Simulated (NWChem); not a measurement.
# M11-L/jun-cc-pV(D+d)Z run of C2HFN+ (SMILES Fc1[cH+]n1)

What is the vertical singlet–triplet gap of C2HFN+ at M11-L/jun-cc-pV(D+d)Z? 

The calculation is run with NWChem 7.3.0.

1 further run of the same task is left out (set aside as unsound or not needed).

### Step 1. The system as given

C2HFN+: 5 atoms, total charge +1, spin state singlet. As SMILES, `Fc1[cH+]n1`. The coordinates come from a GFN2-xTB relaxation.

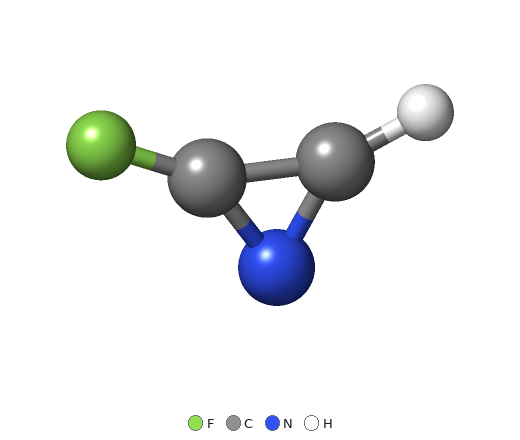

Viewed from a chosen angle; fluorine green, carbon grey, nitrogen blue, hydrogen white.

### Step 2. Energy and one-electron properties at M11-L/jun-cc-pV(D+d)Z

File c2hfn.nw:

```
START c2hfn
TITLE "C2HFN"
memory 2200 mb
charge 1
GEOMETRY units angstrom noautosym nocenter noautoz
   F        0.149560      -1.546570       1.034770
   C       -0.050600      -0.614570       0.246480
   C        0.095300       0.673310      -0.210680
   N       -0.656780      -0.204000      -0.874210
   H        0.462520       1.691830      -0.196360
END
BASIS spherical
   * library "jun-cc-pV(D+d)Z"
END
DFT
   xc m11-l
   grid medium
   mulliken
   print medium
END
PROPERTY
   dipole
   quadrupole
   mulliken
   esp
END
TASK dft property
```

The run is started by

```
$ nwchem c2hfn.nw > c2hfn.out
```

The log of the run:

```text
[...]
          Wavefunction type:  closed shell.
          No. of atoms     :     5
          No. of electrons :    28
[...]
          Charge           :     1
          Spin multiplicity:     1
[...]
          AO basis - number of functions:    77
[...]
              XC Information
              --------------
                        M11-L Method XC Functional
                         M11-L gradient correction  1.000
                       M11-L Correlation Potential  1.000
[...]
 d= 0,ls=0.0,diis     1   -230.7883972435 -3.33D+02  2.24D-02  1.19D+00     3.0
[...]
 d= 0,ls=0.0,diis    10   -230.9056944319 -6.30D-08  1.90D-06  6.18D-08    22.6
         Total DFT energy =     -230.905694431876
      One electron energy =     -509.074531358035
           Coulomb energy =      204.177863530254
    Exchange-Corr. energy =      -28.209558181062
 Nuclear repulsion energy =      102.200531576967
[...]
      Total Density - Mulliken Population Analysis
     ---------------------------------------------
    Atom       Charge   Shell Charges
 -----------   ------   -------------------------------------------------------
    1 F    9     9.05   2.00  0.98  1.00  0.07  3.27  1.76 -0.04  0.01
    2 C    6     5.62   1.99  0.73  0.47  0.06  1.92  0.11  0.07  0.27
    3 C    6     5.80   1.99  0.78  0.60  0.01  1.89  0.41 -0.00  0.10
    4 N    7     6.78   1.99  0.92  0.92 -0.06  2.11  0.96 -0.12  0.06
    5 H    1     0.75   0.69  0.03  0.03
[...]
   Dipole moment        3.3645680211 Debye(s)
             DMX        1.1257780401 DMXEFC        0.0000000000
             DMY        3.1705850886 DMYEFC        0.0000000000
             DMZ        0.0182200069 DMZEFC        0.0000000000
   -EFC- dipole         0.0000000000 DEBYE(S)
   Total dipole         3.3645680211 DEBYE(S)
[...]
```

It took 23 s on 1 thread of Intel Xeon Platinum 8259CL at 2.50GHz (Skylake/Cascade Lake), shared host; peak memory 0.11 GiB.

Atomic charges (e):

```
atom  Mulliken  Löwdin
  F1    -0.052  +0.190
  C2    +0.384  +0.140
  C3    +0.201  +0.280
  N4    +0.220  +0.220
  H5    +0.246  +0.160
```

### Step 3. The triplet, same level

File c2hfn.nw:

```
start c2hfn
memory 2200 mb
charge 1

geometry units angstrom noautosym nocenter
  zmatrix
    F
    C 1 1.236968
    C 2 1.374379 1 154.26804
    N 3 1.332505 2 59.25385 1 -179.95686
    H 3 1.082792 4 144.81659 2 179.9848
  end
end

basis spherical
  * library "jun-cc-pV(D+d)Z"
end

dft
  xc m11-l
  mult 3
  grid medium
  maxiter 150
  mulliken
  noprint "final vectors analysis"
end

property
  dipole
  quadrupole
  mulliken
  esp
end

task dft property
```

The run is started by

```
$ nwchem c2hfn.nw > c2hfn.out
```

The log of the run:

```text
[...]
          Wavefunction type:  spin polarized.
          No. of atoms     :     5
          No. of electrons :    28
[...]
          Charge           :     1
          Spin multiplicity:     3
[...]
          AO basis - number of functions:    77
[...]
              XC Information
              --------------
                        M11-L Method XC Functional
                         M11-L gradient correction  1.000
                       M11-L Correlation Potential  1.000
[...]
 d= 0,ls=0.0,diis     1   -230.6321698968 -3.33D+02  1.65D-02  2.83D-01     3.5
[...]
 d= 0,ls=0.0,diis    14   -230.7599081160 -2.20D-08  1.78D-06  1.35D-08    41.7
[...]
         Total DFT energy =     -230.759908116019
      One electron energy =     -508.765058087025
           Coulomb energy =      204.011376664566
    Exchange-Corr. energy =      -28.206743128332
 Nuclear repulsion energy =      102.200516434772
[...]
      Total Density - Mulliken Population Analysis
     ---------------------------------------------
    Atom       Charge   Shell Charges
 -----------   ------   -------------------------------------------------------
    1 F    9     9.01   2.00  0.98  1.00  0.06  3.26  1.74 -0.05  0.01
    2 C    6     5.62   1.99  0.75  0.46  0.07  1.87  0.12  0.08  0.27
    3 C    6     5.91   1.99  0.77  0.60  0.02  1.92  0.49  0.00  0.10
    4 N    7     6.71   1.99  0.87  0.83 -0.11  2.19  0.99 -0.11  0.05
    5 H    1     0.75   0.68  0.04  0.03
[...]
      <S2> =      2.0132 (Exact =     2.0000)
[...]
   Dipole moment        2.5566000157 Debye(s)
             DMX        1.5377182671 DMXEFC        0.0000000000
             DMY        0.0009984812 DMYEFC        0.0000000000
             DMZ        2.0424556725 DMZEFC        0.0000000000
   -EFC- dipole         0.0000000000 DEBYE(S)
   Total dipole         2.5566000157 DEBYE(S)
[...]
```

Wall time 42 s (1 thread of Intel Xeon Platinum 8259CL at 2.50GHz (Skylake/Cascade Lake), shared host); peak memory 0.11 GiB.

Atomic charges (e):

```
atom  Mulliken  Löwdin
  F1    -0.011  +0.220
  C2    +0.381  +0.190
  C3    +0.090  +0.190
  N4    +0.289  +0.240
  H5    +0.250  +0.170
```

### Step 4. Outcome

At M11-L/jun-cc-pV(D+d)Z:

| quantity | value |
| --- | --- |
| singlet: total energy | -230.90569 Eh |
| singlet: HOMO energy | -15.71 eV |
| singlet: LUMO energy | -10.46 eV |
| singlet: HOMO–LUMO gap | 5.25 eV |
| triplet: total energy | -230.75991 Eh |
| triplet: ⟨S²⟩ | 2.013 |
| vertical energy of the triplet above the singlet | 3.967 eV |

What this shows: At this shape the triplet lies 3.97 eV (383 kJ/mol) above the singlet. Mulliken charges (triplet) run from -0.01 on F1 to +0.38 on C2; they depend strongly on the basis.
